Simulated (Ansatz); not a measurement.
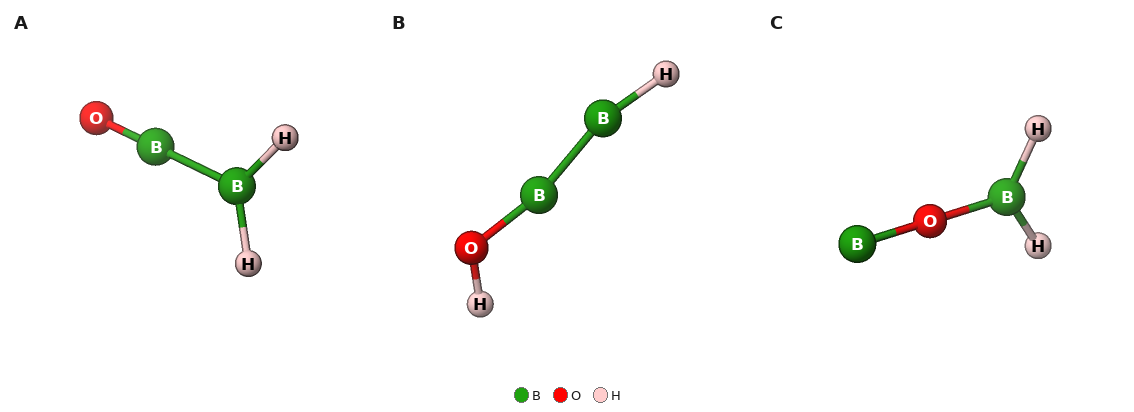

3 stationary structures of one formula. Geometries: PBE-D4/def2-SVP. Electronic energies: PBE-D4/def2-SVP (Ansatz 0.2.0), without zero-point energy. No frequency run is at hand to confirm each as a minimum.

Rank them by energy, lowest first.

A is lowest (C2v); C lies 86.2 kJ/mol above it (C2v), B lies 287.1 kJ/mol above it.
